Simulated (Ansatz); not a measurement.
Geometry relaxation, with input and output: HfSi$_{15}$O$_{32}$ (charge +1) (part 4 of 5)

Continued. System: HfSi$_{15}$O$_{32}$ (defect cell, 48 atoms in the cell, total charge +1). Method: DFT PBE, scalar-relativistic, plane waves, PAW, spin-polarised (Ansatz 0.2.0); cutoff 420 eV, 2×2×2 k-mesh, Gaussian smearing of 0.01 eV, collinear spins. The structure derives from a Materials Project entry. It belongs to a series of runs on one base structure; here: Hf on a Si site (a), charge +1, atoms relaxed at the host's cell.

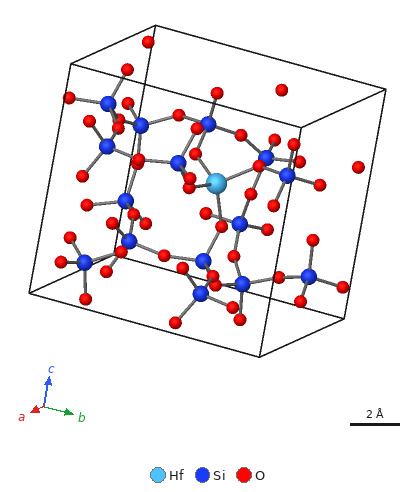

Fig. 1: The geometry at step 3 of the log (ball-and-stick view of the cell of the calculation, seen slightly off an axis; bonded neighbours outside the cell are drawn too).

### Trajectory as extended XYZ (Å, eV, eV/Å), 5 frames, from step=1 to step=5
```
48
Lattice="5.0833 5.0833 -7.0989 -5.0833 5.0833 7.0989 5.0833 -5.0833 7.0989" Properties=species:S:1:pos:R:3:forces:R:3 step=1 energy=-43473.12582
Hf    3.4203    3.4203    3.5494   -0.1151  -0.1151   0.0000
Si    3.8444    3.8444   -3.5494   -0.0282  -0.0282   0.0000
Si    3.7141   -1.7638    3.5539   -0.0026   0.0768  -0.0110
Si   -1.7638    3.7141    3.5450    0.0768  -0.0026   0.0110
Si    4.0379    0.7106    5.2922    0.0372  -0.1971  -0.0401
Si   -1.0203    6.3227    5.2282   -0.0606  -0.2038  -0.0046
Si   -1.0228    0.9407   12.5413    0.0901   0.1718  -0.1349
Si   -1.0490    1.2380    5.4184   -0.0173   0.1983  -0.1673
Si    0.7106    4.0379    1.8067   -0.1971   0.0372   0.0401
Si    6.3227   -1.0203    1.8707   -0.2038  -0.0606   0.0046
Si    1.2380   -1.0490    1.6805    0.1983  -0.0173   0.1673
Si    0.9407   -1.0228    8.7554    0.1718   0.0901   0.1349
Si    1.5732    1.5720    7.1284    0.0652   0.0453   0.0164
Si    1.5720    1.5732   -0.0295    0.0453   0.0652  -0.0164
Si    6.5570    1.4737    0.0000   -0.0656  -0.0656   0.0000
Si    1.4081    6.4913    0.0000   -0.0929  -0.0929   0.0000
O     4.4460    3.9242    1.9914    0.0558   0.0279  -0.1766
O     4.8220    4.1707   -4.8044   -0.0097   0.0046  -0.0293
O     4.8719   -1.4763    2.4473    0.0641   0.0113  -0.0235
O    -0.8700    3.9074    2.1886    0.0321   0.0046  -0.0271
O     0.4087    1.6666    5.9968    0.0090  -0.0255   0.0254
O     5.5863   -3.8494    5.9034   -0.0480  -0.0516  -0.0065
O     5.5651    1.1351   -1.2486    0.0346   0.0283   0.0402
O     5.5385    1.0385    5.8336    0.0188   0.0504   0.0504
O     3.9242    4.4460    5.1075    0.0279   0.0558   0.1766
O     4.1707    4.8220   -2.2945    0.0046  -0.0097   0.0293
O     3.9074   -0.8700    4.9103    0.0046   0.0321   0.0271
O    -1.4763    4.8719    4.6516    0.0113   0.0641   0.0235
O     1.1402    2.9793    0.6515    0.0311  -0.0563   0.0074
O     1.7374    3.0432    7.8018    0.0158   0.0044  -0.0019
O     1.2151    8.0416    0.4593   -0.0159   0.0145  -0.0348
O     6.3975    3.0213    0.4666   -0.0215  -0.0286  -0.0483
O     1.6666    0.4087    1.1021   -0.0255   0.0090  -0.0254
O     1.2339    0.5030    8.2944   -0.0516  -0.0480   0.0065
O     1.0385    5.5385    1.2652    0.0504   0.0188  -0.0504
O     6.2184    0.4818    1.2486    0.0283   0.0346  -0.0402
O     1.5465    3.7539    3.1640    0.0560  -0.0239   0.0213
O     7.3822   -1.0115    3.1022    0.0841  -0.0264   0.0367
O     2.2704   -1.4918    2.8572   -0.0688   0.0220  -0.0652
O     1.7655   -1.3274   10.1421   -0.1029   0.0082  -0.0623
O     2.9793    1.1402    6.4474   -0.0563   0.0311  -0.0074
O     3.0432    1.7374   -0.7029    0.0044   0.0158   0.0019
O     8.1046    1.3142   -0.4666   -0.0286  -0.0215   0.0483
O     2.9583    6.2984   -0.4593    0.0145  -0.0159   0.0348
O     3.7539    1.5465    3.9349   -0.0239   0.0560  -0.0213
O    -1.0115    7.3822    3.9967   -0.0264   0.0841  -0.0367
O    -1.3274    1.7655   11.1546    0.0082  -0.1029   0.0623
O    -1.4918    2.2704    4.2417    0.0220  -0.0688   0.0652
48
Lattice="5.0833 5.0833 -7.0989 -5.0833 5.0833 7.0989 5.0833 -5.0833 7.0989" Properties=species:S:1:pos:R:3:forces:R:3 step=2 energy=-43473.13119
Hf    3.4195    3.4195    3.5494   -0.0193  -0.0193   0.0000
Si    3.8450    3.8450   -3.5494   -0.0252  -0.0252   0.0000
Si    3.7152   -1.7655    3.5547    0.0012   0.0567  -0.0116
Si   -1.7655    3.7152    3.5442    0.0567   0.0012   0.0116
Si    4.0382    0.7078    5.2912    0.0413  -0.1496  -0.0241
Si   -1.0213    6.3212    5.2281   -0.0344  -0.1487  -0.0141
Si   -1.0215    0.9425   12.5429    0.0683   0.1307  -0.1091
Si   -1.0493    1.2417    5.4163   -0.0132   0.1480  -0.1200
Si    0.7078    4.0382    1.8077   -0.1496   0.0413   0.0241
Si    6.3212   -1.0213    1.8708   -0.1487  -0.0344   0.0141
Si    1.2417   -1.0493    1.6826    0.1480  -0.0132   0.1200
Si    0.9425   -1.0215    8.7538    0.1307   0.0683   0.1091
Si    1.5738    1.5734    7.1269    0.0521   0.0349   0.0122
Si    1.5734    1.5738   -0.0280    0.0349   0.0521  -0.0122
Si    6.5556    1.4723    0.0000   -0.0585  -0.0585   0.0000
Si    1.4074    6.4906    0.0000   -0.0725  -0.0725   0.0000
O     4.4468    3.9246    1.9853   -0.0279  -0.0056  -0.0575
O     4.8244    4.1706   -4.8039   -0.0126   0.0047  -0.0187
O     4.8720   -1.4777    2.4475    0.0493   0.0052  -0.0174
O    -0.8724    3.9085    2.1877    0.0283   0.0072  -0.0264
O     0.4089    1.6687    5.9956    0.0023  -0.0198   0.0208
O     5.5873   -3.8491    5.9053   -0.0385  -0.0401  -0.0043
O     5.5643    1.1340   -1.2486    0.0283   0.0237   0.0312
O     5.5379    1.0383    5.8340    0.0071   0.0454   0.0381
O     3.9246    4.4468    5.1136   -0.0056  -0.0279   0.0575
O     4.1706    4.8244   -2.2950    0.0047  -0.0126   0.0187
O     3.9085   -0.8724    4.9112    0.0072   0.0283   0.0264
O    -1.4777    4.8720    4.6513    0.0052   0.0493   0.0174
O     1.1398    2.9789    0.6536    0.0283  -0.0516   0.0116
O     1.7375    3.0440    7.8011    0.0180  -0.0009  -0.0057
O     1.2162    8.0414    0.4603   -0.0132   0.0150  -0.0251
O     6.3977    3.0207    0.4653   -0.0186  -0.0173  -0.0391
O     1.6687    0.4089    1.1032   -0.0198   0.0023  -0.0208
O     1.2342    0.5040    8.2925   -0.0401  -0.0385   0.0043
O     1.0383    5.5379    1.2649    0.0454   0.0071  -0.0381
O     6.2172    0.4810    1.2486    0.0237   0.0283  -0.0312
O     1.5455    3.7531    3.1645    0.0675  -0.0267   0.0240
O     7.3830   -1.0123    3.1016    0.0636  -0.0224   0.0172
O     2.2717   -1.4928    2.8587   -0.0563   0.0156  -0.0460
O     1.7635   -1.3263   10.1413   -0.0741   0.0044  -0.0392
O     2.9789    1.1398    6.4453   -0.0516   0.0283  -0.0116
O     3.0440    1.7375   -0.7022   -0.0009   0.0180   0.0057
O     8.1040    1.3145   -0.4653   -0.0173  -0.0186   0.0391
O     2.9582    6.2995   -0.4603    0.0150  -0.0132   0.0251
O     3.7531    1.5455    3.9344   -0.0267   0.0675  -0.0240
O    -1.0123    7.3830    3.9973   -0.0224   0.0636  -0.0172
O    -1.3263    1.7635   11.1554    0.0044  -0.0741   0.0392
O    -1.4928    2.2717    4.2402    0.0156  -0.0563   0.0460
48
Lattice="5.0833 5.0833 -7.0989 -5.0833 5.0833 7.0989 5.0833 -5.0833 7.0989" Properties=species:S:1:pos:R:3:forces:R:3 step=3 energy=-43473.13616
Hf    3.4227    3.4227    3.5494    0.0328   0.0328   0.0000
Si    3.8455    3.8455   -3.5494   -0.0053  -0.0053   0.0000
Si    3.7178   -1.7676    3.5557    0.0056  -0.0110   0.0086
Si   -1.7676    3.7178    3.5432   -0.0110   0.0056  -0.0086
Si    4.0387    0.7035    5.2883    0.0067   0.0170  -0.0246
Si   -1.0240    6.3169    5.2282    0.0279   0.0213  -0.0175
Si   -1.0188    0.9453   12.5430   -0.0073   0.0027   0.0097
Si   -1.0504    1.2503    5.4108    0.0137  -0.0178   0.0176
Si    0.7035    4.0387    1.8106    0.0170   0.0067   0.0246
Si    6.3169   -1.0240    1.8707    0.0213   0.0279   0.0175
Si    1.2503   -1.0504    1.6881   -0.0178   0.0137  -0.0176
Si    0.9453   -1.0188    8.7537    0.0027  -0.0073  -0.0097
Si    1.5744    1.5762    7.1242    0.0057  -0.0140   0.0190
Si    1.5762    1.5744   -0.0253   -0.0140   0.0057  -0.0190
Si    6.5511    1.4678    0.0000    0.0103   0.0103   0.0000
Si    1.4054    6.4887    0.0000    0.0060   0.0060   0.0000
O     4.4452    3.9251    1.9765    0.0051  -0.0071   0.0058
O     4.8293    4.1696   -4.8024    0.0008   0.0034  -0.0027
O     4.8722   -1.4805    2.4473   -0.0204  -0.0176   0.0112
O    -0.8752    3.9117    2.1866   -0.0045   0.0074   0.0016
O     0.4084    1.6730    5.9935   -0.0130  -0.0085   0.0120
O     5.5886   -3.8498    5.9079    0.0048  -0.0080   0.0245
O     5.5619    1.1308   -1.2478   -0.0058   0.0081  -0.0130
O     5.5357    1.0399    5.8353   -0.0224   0.0253   0.0004
O     3.9251    4.4452    5.1224   -0.0071   0.0051  -0.0058
O     4.1696    4.8293   -2.2965    0.0034   0.0008   0.0027
O     3.9117   -0.8752    4.9123    0.0074  -0.0045  -0.0016
O    -1.4805    4.8722    4.6516   -0.0176  -0.0204  -0.0112
O     1.1399    2.9763    0.6587    0.0032  -0.0111   0.0392
O     1.7375    3.0452    7.7994    0.0183   0.0032   0.0010
O     1.2187    8.0409    0.4633   -0.0049   0.0022  -0.0052
O     6.3962    3.0186    0.4638   -0.0212   0.0123   0.0118
O     1.6730    0.4084    1.1054   -0.0085  -0.0130  -0.0120
O     1.2335    0.5053    8.2899   -0.0080   0.0048  -0.0245
O     1.0399    5.5357    1.2636    0.0253  -0.0224  -0.0004
O     6.2140    0.4786    1.2478    0.0081  -0.0058   0.0130
O     1.5493    3.7511    3.1660   -0.0420   0.0063  -0.0472
O     7.3845   -1.0149    3.0997   -0.0039  -0.0089  -0.0335
O     2.2746   -1.4943    2.8617    0.0085  -0.0116   0.0343
O     1.7592   -1.3236   10.1414    0.0157  -0.0076   0.0223
O     2.9763    1.1399    6.4402   -0.0111   0.0032  -0.0392
O     3.0452    1.7375   -0.7005    0.0032   0.0183  -0.0010
O     8.1018    1.3129   -0.4638    0.0123  -0.0212  -0.0118
O     2.9576    6.3020   -0.4633    0.0022  -0.0049   0.0052
O     3.7511    1.5493    3.9329    0.0063  -0.0420   0.0472
O    -1.0149    7.3845    3.9992   -0.0089  -0.0039   0.0335
O    -1.3236    1.7592   11.1553   -0.0076   0.0157  -0.0223
O    -1.4943    2.2746    4.2372   -0.0116   0.0085  -0.0343
48
Lattice="5.0833 5.0833 -7.0989 -5.0833 5.0833 7.0989 5.0833 -5.0833 7.0989" Properties=species:S:1:pos:R:3:forces:R:3 step=4 energy=-43473.13900
Hf    3.4165    3.4165    3.5494    0.0311   0.0311   0.0000
Si    3.8565    3.8565   -3.5494   -0.0116  -0.0116   0.0000
Si    3.7276   -1.7754    3.5590    0.0145  -0.0056   0.0140
Si   -1.7754    3.7276    3.5399   -0.0056   0.0145  -0.0140
Si    4.0381    0.6998    5.2834   -0.0014  -0.0047   0.0165
Si   -1.0287    6.3256    5.2243    0.0153   0.0075   0.0004
Si   -1.0220    0.9363   12.5459   -0.0072   0.0063  -0.0017
Si   -1.0485    1.2625    5.4039   -0.0091   0.0011   0.0165
Si    0.6998    4.0381    1.8155   -0.0047  -0.0014  -0.0165
Si    6.3256   -1.0287    1.8746    0.0075   0.0153  -0.0004
Si    1.2625   -1.0485    1.6950    0.0011  -0.0091  -0.0165
Si    0.9363   -1.0220    8.7508    0.0063  -0.0072   0.0017
Si    1.5703    1.5771    7.1229    0.0057  -0.0049   0.0041
Si    1.5771    1.5703   -0.0240   -0.0049   0.0057  -0.0041
Si    6.5458    1.4625    0.0000   -0.0017  -0.0017   0.0000
Si    1.4075    6.4907    0.0000   -0.0035  -0.0035   0.0000
O     4.4374    3.9188    1.9761   -0.0219  -0.0075   0.0153
O     4.8411    4.1868   -4.8006    0.0058  -0.0057  -0.0048
O     4.8822   -1.4965    2.4485    0.0039  -0.0017  -0.0008
O    -0.8817    3.9327    2.1852   -0.0099   0.0093   0.0144
O     0.3992    1.7015    6.0003   -0.0106   0.0059  -0.0131
O     5.5827   -3.8664    5.9212    0.0067   0.0060  -0.0070
O     5.5542    1.1291   -1.2471   -0.0073  -0.0065   0.0002
O     5.5241    1.0593    5.8420    0.0003  -0.0042   0.0034
O     3.9188    4.4374    5.1228   -0.0075  -0.0219  -0.0153
O     4.1868    4.8411   -2.2983   -0.0057   0.0058   0.0048
O     3.9327   -0.8817    4.9137    0.0093  -0.0099  -0.0144
O    -1.4965    4.8822    4.6504   -0.0017   0.0039   0.0008
O     1.1255    2.9572    0.6783    0.0099  -0.0023  -0.0034
O     1.7603    3.0369    7.8113    0.0011   0.0007  -0.0060
O     1.2218    8.0381    0.4750    0.0021   0.0054   0.0109
O     6.3885    3.0120    0.4655   -0.0028   0.0004   0.0022
O     1.7015    0.3992    1.0986    0.0059  -0.0106   0.0131
O     1.2169    0.4994    8.2766    0.0060   0.0067   0.0070
O     1.0593    5.5241    1.2569   -0.0042   0.0003  -0.0034
O     6.2124    0.4709    1.2471   -0.0065  -0.0073  -0.0002
O     1.5419    3.7505    3.1708   -0.0106  -0.0103   0.0196
O     7.3951   -1.0056    3.1008   -0.0022   0.0044  -0.0016
O     2.2812   -1.4959    2.8735   -0.0067   0.0079  -0.0034
O     1.7512   -1.3200   10.1398    0.0048   0.0037  -0.0080
O     2.9572    1.1255    6.4206   -0.0023   0.0099   0.0034
O     3.0369    1.7603   -0.7124    0.0007   0.0011   0.0060
O     8.0953    1.3053   -0.4655    0.0004  -0.0028  -0.0022
O     2.9548    6.3051   -0.4750    0.0054   0.0021  -0.0109
O     3.7505    1.5419    3.9281   -0.0103  -0.0106  -0.0196
O    -1.0056    7.3951    3.9981    0.0044  -0.0022   0.0016
O    -1.3200    1.7512   11.1569    0.0037   0.0048   0.0080
O    -1.4959    2.2812    4.2254    0.0079  -0.0067   0.0034
48
Lattice="5.0833 5.0833 -7.0989 -5.0833 5.0833 7.0989 5.0833 -5.0833 7.0989" Properties=species:S:1:pos:R:3:forces:R:3 step=5 energy=-43473.13947
Hf    3.4161    3.4161    3.5494   -0.0034  -0.0034   0.0000
Si    3.8583    3.8583   -3.5494    0.0016   0.0016   0.0000
Si    3.7332   -1.7790    3.5605   -0.0037   0.0031   0.0001
Si   -1.7790    3.7332    3.5384    0.0031  -0.0037  -0.0001
Si    4.0372    0.6993    5.2819    0.0061  -0.0005  -0.0085
Si   -1.0293    6.3274    5.2260   -0.0006  -0.0028  -0.0012
Si   -1.0216    0.9324   12.5498   -0.0047  -0.0034  -0.0067
Si   -1.0502    1.2677    5.4019    0.0006   0.0043  -0.0071
Si    0.6993    4.0372    1.8170   -0.0005   0.0061   0.0085
Si    6.3274   -1.0293    1.8729   -0.0028  -0.0006   0.0012
Si    1.2677   -1.0502    1.6970    0.0043   0.0006   0.0071
Si    0.9324   -1.0216    8.7469   -0.0034  -0.0047   0.0067
Si    1.5684    1.5786    7.1202   -0.0018   0.0011  -0.0020
Si    1.5786    1.5684   -0.0213    0.0011  -0.0018   0.0020
Si    6.5435    1.4603    0.0000    0.0001   0.0001   0.0000
Si    1.4069    6.4901    0.0000   -0.0019  -0.0019   0.0000
O     4.4337    3.9190    1.9753    0.0049   0.0010  -0.0052
O     4.8463    4.1857   -4.7988   -0.0044   0.0002   0.0007
O     4.8870   -1.5042    2.4482    0.0012  -0.0045   0.0026
O    -0.8830    3.9416    2.1863    0.0026  -0.0026  -0.0030
O     0.3971    1.7085    5.9977    0.0037  -0.0019   0.0043
O     5.5834   -3.8703    5.9250    0.0049   0.0011   0.0041
O     5.5534    1.1230   -1.2473    0.0001   0.0035  -0.0011
O     5.5217    1.0616    5.8428    0.0002   0.0036   0.0057
O     3.9190    4.4337    5.1236    0.0010   0.0049   0.0052
O     4.1857    4.8463   -2.3001    0.0002  -0.0044  -0.0007
O     3.9416   -0.8830    4.9126   -0.0026   0.0026   0.0030
O    -1.5042    4.8870    4.6507   -0.0045   0.0012  -0.0026
O     1.1246    2.9540    0.6818   -0.0033   0.0003   0.0028
O     1.7634    3.0382    7.8082    0.0016  -0.0028   0.0005
O     1.2238    8.0367    0.4778   -0.0005   0.0001  -0.0015
O     6.3841    3.0105    0.4629    0.0002   0.0021   0.0000
O     1.7085    0.3971    1.1012   -0.0019   0.0037  -0.0043
O     1.2130    0.5002    8.2728    0.0011   0.0049  -0.0041
O     1.0616    5.5217    1.2561    0.0036   0.0002  -0.0057
O     6.2063    0.4701    1.2473    0.0035   0.0001   0.0011
O     1.5392    3.7480    3.1742   -0.0042  -0.0011  -0.0026
O     7.3982   -1.0030    3.0975    0.0038  -0.0006   0.0001
O     2.2866   -1.4969    2.8755   -0.0015  -0.0015  -0.0010
O     1.7491   -1.3180   10.1351   -0.0022   0.0019  -0.0014
O     2.9540    1.1246    6.4171    0.0003  -0.0033  -0.0028
O     3.0382    1.7634   -0.7093   -0.0028   0.0016  -0.0005
O     8.0938    1.3008   -0.4629    0.0021   0.0002   0.0000
O     2.9534    6.3071   -0.4778    0.0001  -0.0005   0.0015
O     3.7480    1.5392    3.9247   -0.0011  -0.0042   0.0026
O    -1.0030    7.3982    4.0014   -0.0006   0.0038  -0.0001
O    -1.3180    1.7491   11.1616    0.0019  -0.0022   0.0014
O    -1.4969    2.2866    4.2234   -0.0015  -0.0015   0.0010
```

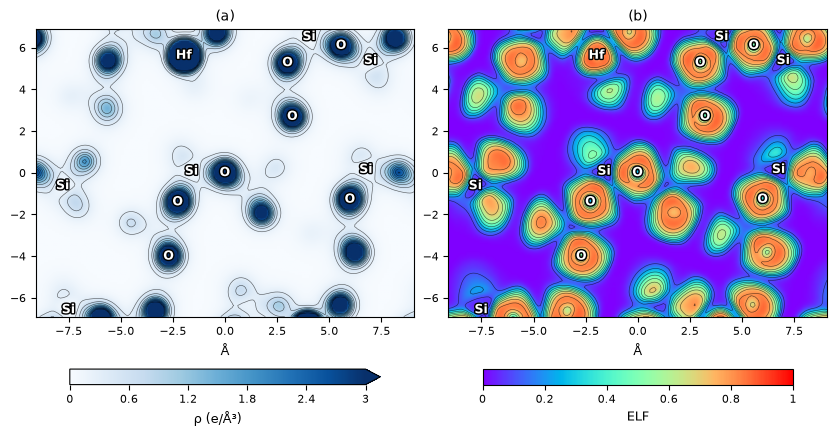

Fig. 2: (a) valence pseudo-density; (b) electron localisation function on the (111) plane of the calculation cell. Si–O (1.63 Å): ρ at the midpoint is about 1.2 e/Å³; the ELF peaks at about 0.85 between the atoms, which marks a polar covalent bond. The density dies away to nearly zero in the voids. The strong features right at Hf lie inside the PAW spheres (semicore, d or f shells) and say nothing about bonding. The fields are those of the smooth PAW valence density.

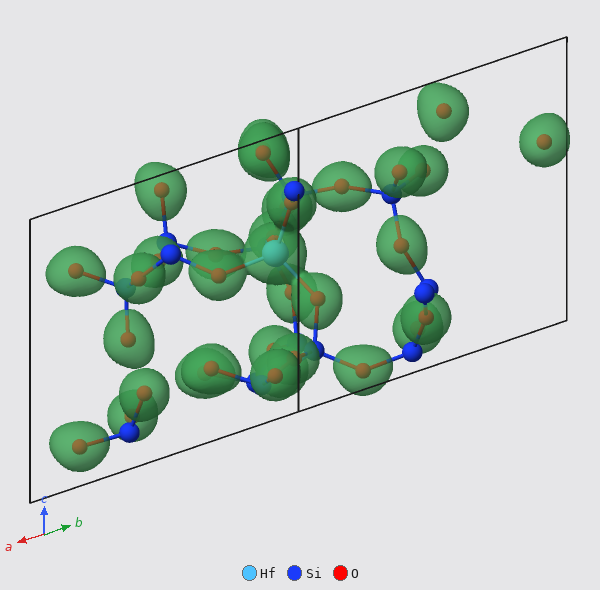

Fig. 3: Isosurface of the valence pseudo-density at 0.8 e/Å³ (green), seen along [110]. Sticks mark near contacts. The outline is the calculation cell. At this value the density breaks into separate islands; it holds about 70 % of the electrons treated as valence (semicore included). On the grid the lowest density along these lines, outside the cores, is 1 e/Å³ (Si–O, 1.62 Å) and 1 e/Å³ (Hf–O, 1.94 Å).

The run was set up as follows.
